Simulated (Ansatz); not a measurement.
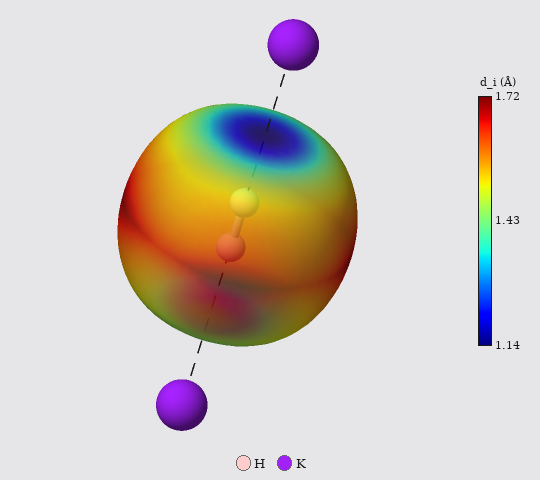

Hirshfeld surface computed for one H2 unit (covalently bonded non-metal atoms) in KGaH6 (Pm-3m), coloured by d_i. Dashed lines lead to the closest neighbours outside.

The surface is where the fragment's share of the procrystal density (the sum of the densities of spherically averaged neutral Hartree-Fock atoms) equals one half. d_i and d_e are the distances from the surface to the nearest nucleus inside and outside. X–H bonds are as in the structure, not normalised.

The cell is taken from the geometry relaxed with Ansatz, DFT PBE, scalar-relativistic, plane waves, PAW; the starting structure was generated, so it need not be a known form of this composition.

```yaml
crystal:
  lattice:
    - [6.08058, 0.00000, 0.00000]
    - [0.00000, 6.08058, 0.00000]
    - [0.00000, 0.00000, 6.08058]
  atoms:
    - { symbol: K, position: [0.00000, 0.00000, 0.00000] }
    - { symbol: Ga, position: [0.50000, 0.50000, 0.50000] }
    - { symbol: H, position: [0.56147, 0.00000, 0.00000] }
    - { symbol: H, position: [0.43853, 0.00000, 0.00000] }
    - { symbol: H, position: [0.00000, 0.56147, 0.00000] }
    - { symbol: H, position: [0.00000, 0.43853, 0.00000] }
    - { symbol: H, position: [0.00000, 0.00000, 0.56147] }
    - { symbol: H, position: [0.00000, 0.00000, 0.43853] }
```

Q: What is the shortest distance from the fragment to an atom outside it?

A: H–K, 2.67 Å.

Q: How is the surface shared among contacts (nearest atom inside ··· nearest atom outside)?

A: H···K 49 %, H···H 28 %, H···Ga 22 %. The surface faces 14 neighbours with more than 2 % of its area each: 8 H + 4 Ga + 2 K.

Q: Give the size and shape of the surface.

A: It encloses about 19.8 Å³, has an area of about 36 Å² and a globularity of 0.99 (1 for a sphere).
